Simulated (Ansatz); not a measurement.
The starting structures come from a database of crystals and need not be the phases stable at ambient conditions.

 Where the default PAW files enter, the runs use the earlier of Ansatz's two default sets.

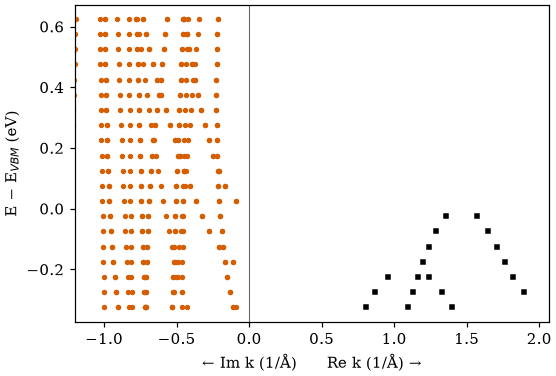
*Complex bands at the centre of the two-dimensional zone; PBEsol in Ansatz (a first-principles code)*

The gap is the functional's own. No spin-orbit coupling. Mid-gap values are interpolated on the energy grid.

### Question
This is AgRhO2 (R-3m, not sure to be the ambient phase, 4 atoms a cell, 13.3 Å³ an atom, -10 GPa at this level) along the normal of (110). Read off the slowest decay at the centre of the two-dimensional zone at 0.17 eV, the computed energy nearest the middle of the gap.

### Answer
κ ≈ 0.22 1/Å, a decay length 1/(2κ) of the density of 2.3 Å.
